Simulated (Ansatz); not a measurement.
System: C$_{3}$H$_{4}$ClFO (SMILES FCO/C=C/Cl).

The calculation's input:

```
crystal:
  periodic: [false, false, false]
  atoms:
    - { symbol: F, position_ang: [-2.7505, -0.3324, 0.4967] }
    - { symbol: C, position_ang: [-1.6562, -0.0095, -0.2412] }
    - { symbol: O, position_ang: [-0.5162, -0.3618, 0.5352] }
    - { symbol: C, position_ang: [0.6625, -0.041, -0.0837] }
    - { symbol: C, position_ang: [1.8177, -0.026, 0.5793] }
    - { symbol: Cl, position_ang: [3.3092, 0.3596, -0.1667] }
    - { symbol: H, position_ang: [-1.6848, 1.0669, -0.4389] }
    - { symbol: H, position_ang: [-1.6932, -0.5831, -1.1727] }
    - { symbol: H, position_ang: [0.596, 0.1801, -1.1411] }
    - { symbol: H, position_ang: [1.9154, -0.2527, 1.6331] }
basis:
  gaussian:
    orbitals: cc-pVDZ
correlation:
  method: mp2
output:
  orbitals: {}
  forces: true
```

Run with:

```sh
python c3h4clfo.py
```

The fields and orbitals are those of the mean-field reference, not of the correlated method; not at a stationary point (largest force 1.0 eV/Å).

The calculation used MP2, Gaussian basis in Ansatz.

**Predict the electron density and electron localisation function between the atoms.**

C–C (1.33 Å): the density is about 2.3 e/Å³ at the midpoint; the ELF peaks at about 0.95 between the atoms; a short, multiple covalent bond.
C–O (1.37 Å): ρ at the midpoint is about 2.3 e/Å³; the ELF peaks at about 0.90 between the atoms; a shared but strongly polarised pair.
C–Cl (1.71 Å): ρ at the midpoint is about 1.5 e/Å³; the ELF peaks at about 0.90 between the atoms (a shared electron pair).
C–H (1.08 Å): ρ at the midpoint is about 2.1 e/Å³; the ELF climbs to about 1 towards the hydrogen, as it does in any bond to H (an ordinary covalent bond to hydrogen).

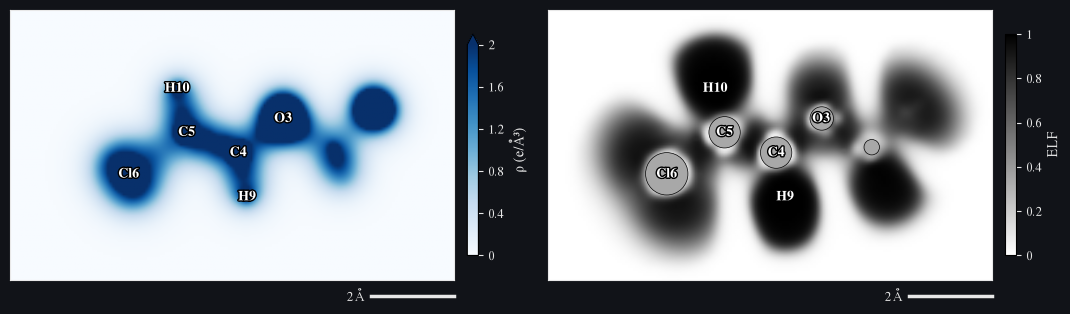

Computed electron density and electron localisation function on the plane of atoms O3, C4 and C5, in this order. Grey discs cover the atomic cores in the ELF map. 
